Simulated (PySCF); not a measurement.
**[La(H2O)3]3+: forces at shaken geometries**

How stiff is [La(H2O)3]3+? Its atoms are displaced at random by several amounts. It is a constructed species; whether it can be made isn't addressed.

Computed with PySCF 2.14.0. Level: B3LYP, La def2-SVP with ECP46, O def2-SVP, H def2-SVP; scalar-relativistic core potentials, no spin–orbit coupling.

4 further runs of the same task are left out: 2 for a known fault of the program, 2 that didn't finish.

## Step 1: Starting geometry

10 atoms, charge 3, spin multiplicity 1.

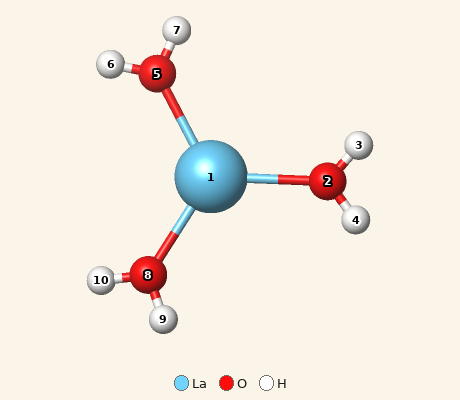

The geometry (lanthanum blue, oxygen red, hydrogen white); atoms are numbered from 1 in the order of the file.

Geometry (Å):

```
La    0.0000    0.0000    0.0000
O     2.4198    0.0000    0.0000
H     3.0362    0.7694    0.0714
H     3.0362   -0.7694   -0.0714
O    -1.2099    2.0956    0.0000
H    -2.1844    2.2447    0.0714
H    -0.8518    3.0141   -0.0714
O    -1.2099   -2.0956    0.0000
H    -0.8518   -3.0141    0.0714
H    -2.1844   -2.2447   -0.0714
```

Formal oxidation states: La +3. An earlier session relaxed this geometry at B3LYP, La def2-SVP with ECP46, O def2-SVP, H def2-SVP (singlet, point group D3).

Its energy there is -259.669589 Eh.

## Step 2: Atoms moved at random, σ = 0.06 Å

Contents of run.py (the lines that set the calculation):

```python
mol = gto.M(atom='''
La     0.01546     0.02680    -0.04899
O      2.51327    -0.02213     0.08683
H      3.07629     0.89805    -0.00672
H      3.01623    -0.78200    -0.04193
O     -1.29995     2.09146     0.00941
H     -2.21350     2.18648     0.12239
H     -0.85529     3.08860    -0.04761
O     -1.17895    -2.08412    -0.08847
H     -0.91100    -3.11811    -0.00579
H     -2.16257    -2.28503     0.02088''',
    basis={'La': 'def2-SVP', 'O': 'def2-SVP', 'H': 'def2-SVP'},
    ecp={'La': 'def2-SVP'},
    charge=3, spin=0)
mf = dft.RKS(mol, xc='B3LYP')
mf.grids.atom_grid = (50, 194)  # f atoms: unpruned, at least (60, 302)
mf = mf.density_fit()  # fitting sets: La def2-universal-JKFIT, O def2-universal-JKFIT, H def2-universal-JKFIT
mf.conv_tol = 1e-08; mf.max_cycle = 55
mf.kernel(dm0)  # dm0: the density of the relaxed state
```

Launch:

```console
$ OMP_NUM_THREADS=2 python run.py
```

The log of the run:

```text
init E= -259.405961063056
  HOMO = -0.923234596427719  LUMO = -0.648629120274768  gap/eV = 7.47240
cycle= 1 E= -259.628203605149  delta_E= -0.222  |g|= 0.17  |ddm|= 0.404
  HOMO = -0.847341317742077  LUMO = -0.616860836275791  gap/eV = 6.27169
cycle= 2 E= -259.621009329169  delta_E= 0.00719  |g|= 0.261  |ddm|= 0.262
  HOMO = -0.873476534894473  LUMO = -0.613431450649953  gap/eV = 7.07619
cycle= 3 E= -259.633784019035  delta_E= -0.0128  |g|= 0.0239  |ddm|= 0.169
  HOMO = -0.87258378121169  LUMO = -0.61388672126142  gap/eV = 7.03951
cycle= 4 E= -259.633890543623  delta_E= -0.000107  |g|= 0.00336  |ddm|= 0.0181
  HOMO = -0.872525410483903  LUMO = -0.614114294675654  gap/eV = 7.03172
cycle= 5 E= -259.633892125701  delta_E= -1.58e-06  |g|= 0.00226  |ddm|= 0.00383
  HOMO = -0.872703486163288  LUMO = -0.614108762742651  gap/eV = 7.03672
cycle= 6 E= -259.633893075655  delta_E= -9.5e-07  |g|= 0.0004  |ddm|= 0.00151
  HOMO = -0.872703025584152  LUMO = -0.614089514721464  gap/eV = 7.03723
cycle= 7 E= -259.633893111452  delta_E= -3.58e-08  |g|= 3.5e-05  |ddm|= 0.000369
  HOMO = -0.872702305895658  LUMO = -0.614086775434908  gap/eV = 7.03729
cycle= 8 E= -259.633893111748  delta_E= -2.97e-10  |g|= 1.35e-05  |ddm|= 4.19e-05
  HOMO = -0.872697340439035  LUMO = -0.614088012521427  gap/eV = 7.03712
Extra cycle  E= -259.6338931117  delta_E= 4.88e-11  |g|= 2.14e-05  |ddm|= 2.36e-05
converged SCF energy = -259.6338931117
```

It took 3.7 s on 2 threads of Arm Neoverse V1, shared host.

It gives: E = -259.633893 Eh (+0.971 eV from the relaxed state), HOMO -23.75 eV, LUMO -16.71 eV, Mulliken charge on La1 +2.01 e, largest force component 5.952 eV/Å. 

```tsv
atom	Fx	Fy	Fz (eV/Å)
La1	0.204	-0.180	0.053
O2	-2.233	5.952	-0.050
H3	-0.975	-3.304	0.349
H4	2.718	-2.548	-0.424
O5	5.387	1.974	-0.571
H6	-3.322	0.782	0.372
H7	-1.868	-2.901	0.206
O8	-0.532	-3.253	0.682
H9	0.081	2.649	-0.370
H10	0.541	0.830	-0.245
```

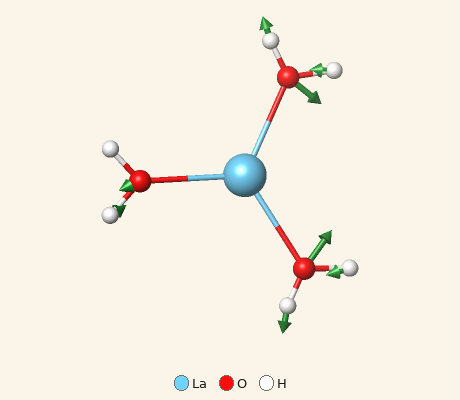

Forces as arrows, the longest for the largest force.

## Step 3: Atoms moved at random, σ = 0.03 Å

Contents of run.py (the lines that set the calculation):

```python
mol = gto.M(atom='''
La     0.04119     0.02229    -0.00971
O      2.39054    -0.01330    -0.03897
H      2.97801     0.78826     0.04052
H      3.07202    -0.73892    -0.03698
O     -1.21032     2.12301    -0.01017
H     -2.15612     2.19411     0.07870
H     -0.86543     3.02381    -0.06148
O     -1.16134    -2.07509     0.01193
H     -0.84494    -3.04706     0.07040
H     -2.24361    -2.27711    -0.04425''',
    basis={'La': 'def2-SVP', 'O': 'def2-SVP', 'H': 'def2-SVP'},
    ecp={'La': 'def2-SVP'},
    charge=3, spin=0)
mf = dft.RKS(mol, xc='B3LYP')
mf.grids.atom_grid = (50, 194)  # f atoms: unpruned, at least (60, 302)
mf = mf.density_fit()  # fitting sets: La def2-universal-JKFIT, O def2-universal-JKFIT, H def2-universal-JKFIT
mf.conv_tol = 1e-08; mf.max_cycle = 55
mf.kernel(dm0)  # dm0: the density of the relaxed state
```

Launch:

```console
$ OMP_NUM_THREADS=2 python run.py
```

The log of the run:

```text
init E= -259.566451302017
  HOMO = -0.886965510484746  LUMO = -0.624547318151898  gap/eV = 7.14076
cycle= 1 E= -259.652458777332  delta_E= -0.086  |g|= 0.141  |ddm|= 0.226
  HOMO = -0.836156402258034  LUMO = -0.61021449227223  gap/eV = 6.14819
cycle= 2 E= -259.644697074506  delta_E= 0.00776  |g|= 0.252  |ddm|= 0.253
  HOMO = -0.877033061253375  LUMO = -0.609481374328149  gap/eV = 7.28045
cycle= 3 E= -259.656850522579  delta_E= -0.0122  |g|= 0.0106  |ddm|= 0.15
  HOMO = -0.878090099580837  LUMO = -0.609958656440646  gap/eV = 7.29623
cycle= 4 E= -259.656870131973  delta_E= -1.96e-05  |g|= 0.00452  |ddm|= 0.0102
  HOMO = -0.878610742015782  LUMO = -0.609977207281262  gap/eV = 7.30989
cycle= 5 E= -259.656873480178  delta_E= -3.35e-06  |g|= 0.00142  |ddm|= 0.00317
  HOMO = -0.878730664399837  LUMO = -0.610020213931346  gap/eV = 7.31198
cycle= 6 E= -259.656873853456  delta_E= -3.73e-07  |g|= 0.000188  |ddm|= 0.00103
  HOMO = -0.878741759293629  LUMO = -0.610010068799778  gap/eV = 7.31256
cycle= 7 E= -259.656873862607  delta_E= -9.15e-09  |g|= 2.69e-05  |ddm|= 0.000217
  HOMO = -0.878737062649151  LUMO = -0.61000919004917  gap/eV = 7.31246
Extra cycle  E= -259.656873862532  delta_E= 7.53e-11  |g|= 3.58e-05  |ddm|= 4.84e-05
converged SCF energy = -259.656873862532
```

It took 3.6 s on 2 threads of Arm Neoverse V1, shared host.

It gives: E = -259.656874 Eh (+0.346 eV from the relaxed state), HOMO -23.91 eV, LUMO -16.60 eV, Mulliken charge on La1 +1.99 e, largest force component 3.284 eV/Å. 

```tsv
atom	Fx	Fy	Fz (eV/Å)
La1	-0.783	-0.169	-0.040
O2	1.160	0.288	0.199
H3	-0.193	-0.175	-0.091
H4	-0.288	-0.031	-0.077
O5	1.571	-1.486	-0.047
H6	-1.664	0.422	0.121
H7	0.126	1.002	-0.060
O8	-3.062	-2.055	-0.101
H9	-0.151	1.369	-0.066
H10	3.284	0.836	0.163
```

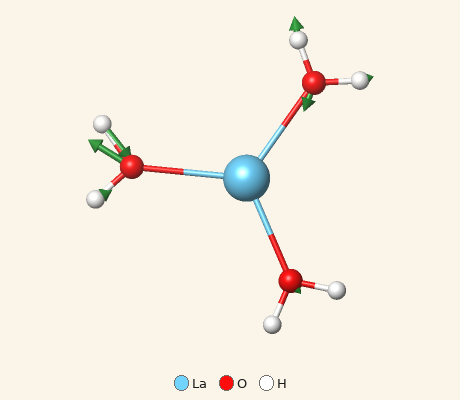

Forces as arrows, the longest for the largest force.

## Step 4: Atoms moved at random, σ = 0.06 Å

Contents of run.py (the lines that set the calculation):

```python
mol = gto.M(atom='''
La    -0.00792     0.05934    -0.01801
O      2.40626    -0.00131    -0.00848
H      3.10403     0.77870     0.10674
H      2.91851    -0.65378    -0.03965
O     -1.19938     2.11216    -0.08209
H     -2.12625     2.21886     0.01468
H     -0.86638     2.93412     0.02771
O     -1.25565    -2.20490    -0.02109
H     -0.79109    -2.91073     0.01540
H     -2.18213    -2.33245     0.00479''',
    basis={'La': 'def2-SVP', 'O': 'def2-SVP', 'H': 'def2-SVP'},
    ecp={'La': 'def2-SVP'},
    charge=3, spin=0)
mf = dft.RKS(mol, xc='B3LYP')
mf.grids.atom_grid = (50, 194)  # f atoms: unpruned, at least (60, 302)
mf = mf.density_fit()  # fitting sets: La def2-universal-JKFIT, O def2-universal-JKFIT, H def2-universal-JKFIT
mf.conv_tol = 1e-08; mf.max_cycle = 55
mf.kernel(dm0)  # dm0: the density of the relaxed state
```

Launch:

```console
$ OMP_NUM_THREADS=2 python run.py
```

The log of the run:

```text
init E= -259.891181294787
  HOMO = -0.83265329692524  LUMO = -0.58855270151216  gap/eV = 6.64232
cycle= 1 E= -259.588659444833  delta_E= 0.303  |g|= 0.125  |ddm|= 0.479
  HOMO = -0.885995114203165  LUMO = -0.622929916074038  gap/eV = 7.15837
cycle= 2 E= -259.587420085748  delta_E= 0.00124  |g|= 0.155  |ddm|= 0.174
  HOMO = -0.875434683518552  LUMO = -0.625672238742497  gap/eV = 6.79638
cycle= 3 E= -259.591747392309  delta_E= -0.00433  |g|= 0.0216  |ddm|= 0.105
  HOMO = -0.876754331918708  LUMO = -0.625458239903481  gap/eV = 6.83811
cycle= 4 E= -259.591827314141  delta_E= -7.99e-05  |g|= 0.0024  |ddm|= 0.0147
  HOMO = -0.876413436377149  LUMO = -0.625331008368719  gap/eV = 6.83230
cycle= 5 E= -259.591828094424  delta_E= -7.8e-07  |g|= 0.0013  |ddm|= 0.00206
  HOMO = -0.876474817282222  LUMO = -0.625320497773627  gap/eV = 6.83426
cycle= 6 E= -259.591828388634  delta_E= -2.94e-07  |g|= 0.000234  |ddm|= 0.000878
  HOMO = -0.876468848918183  LUMO = -0.625329590595515  gap/eV = 6.83385
cycle= 7 E= -259.591828400355  delta_E= -1.17e-08  |g|= 3.62e-05  |ddm|= 0.00023
  HOMO = -0.876466669245097  LUMO = -0.625330718644266  gap/eV = 6.83376
cycle= 8 E= -259.591828400712  delta_E= -3.57e-10  |g|= 7.92e-06  |ddm|= 4.4e-05
  HOMO = -0.876470226604383  LUMO = -0.625329834867238  gap/eV = 6.83388
Extra cycle  E= -259.5918284007  delta_E= 1.15e-11  |g|= 1.16e-05  |ddm|= 1.49e-05
converged SCF energy = -259.5918284007
```

Wall time 3.7 s (2 threads of Arm Neoverse V1, shared host).

Result: E = -259.591828 Eh (+2.116 eV from the relaxed state), HOMO -23.85 eV, LUMO -17.02 eV, Mulliken charge on La1 +2.04 e, largest force component 11.679 eV/Å. 

```tsv
atom	Fx	Fy	Fz (eV/Å)
La1	-0.191	-1.225	-0.130
O2	-5.874	11.679	0.870
H3	-1.611	-1.404	-0.278
H4	7.542	-10.234	-0.568
O5	0.223	-5.379	-0.522
H6	-2.761	0.338	0.082
H7	2.250	5.554	0.524
O8	-2.139	10.795	-0.453
H9	4.920	-9.125	0.423
H10	-2.359	-0.999	0.051
```

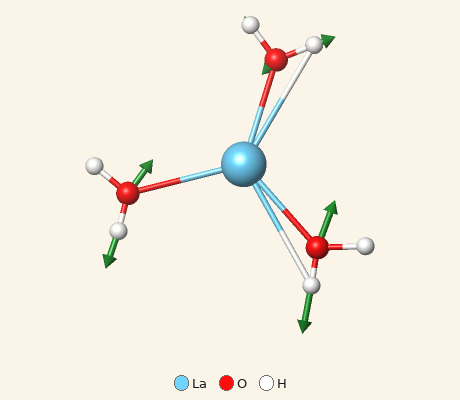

Forces as arrows, the longest for the largest force.

## Step 5: Results

| σ (Å) | energy rise (eV) | harmonic estimate −½ F·u (eV) | largest force component (eV/Å) |
| --- | --- | --- | --- |
| 0.06 | 0.971 | 0.959 | 5.95 |
| 0.03 | 0.346 | 0.320 | 3.28 |
| 0.06 | 2.116 | 2.266 | 11.68 |

Every displacement raises the energy. For a harmonic well the rise equals −½ F·u; the two differ by at most 7 % here (a move with σ = 0.03 Å), from anharmonicity, the grid and the small forces left at the relaxed point. These are double-zeta-type bases without diffuse functions. Spin–orbit coupling is left out.
